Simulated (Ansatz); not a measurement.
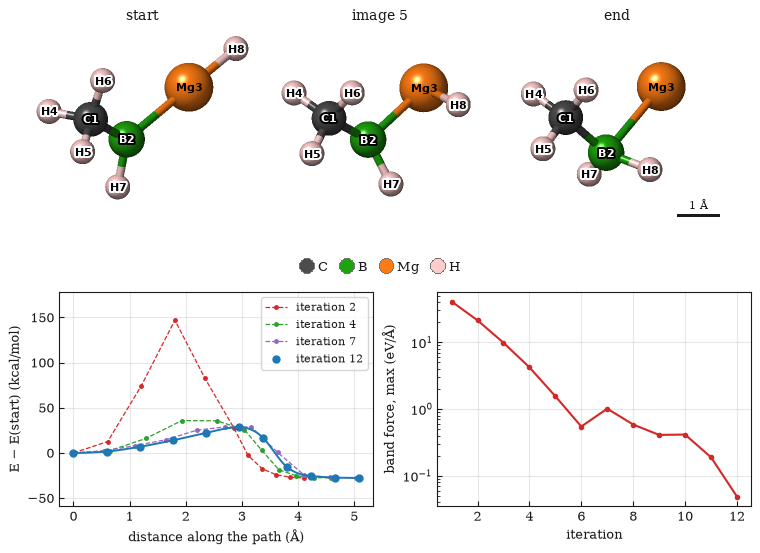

A nudged-elastic-band calculation for CH5BMg. Images are numbered from 0 (start) to 10 (end). The plot follows the band through its iterations. A ball-and-stick model, seen from a free direction.

Level of theory: RKS PBE-D4/def2-mTZVP (Ansatz). Run with 9 movable images; climbing image; force threshold 0.05 eV/Å; iteration limit 38; starting path through a guess of the saddle point.

### How did the profile develop, and is the result final?

The run is converged, with reservations. The band converged in 12 iterations. The largest component of the band force went from 41 to 0.049 eV/Å. The climbing image converged on the top of the path. Its vibrational analysis gives 2 imaginary modes over 30i cm⁻¹, so it isn't confirmed as a transition state. The first iteration put the highest image at 291.4 kcal/mol. The highest point, image 5, lies 28.5 kcal/mol above the start and 56.1 kcal/mol above the end; the end is at −27.6 kcal/mol relative to the start.

The run took 5.6 min on 1 thread of Intel(R) Xeon(R) Platinum 8175M CPU @ 2.50GHz (Skylake/Cascade Lake) (shared host), peak memory 0.15 GiB.
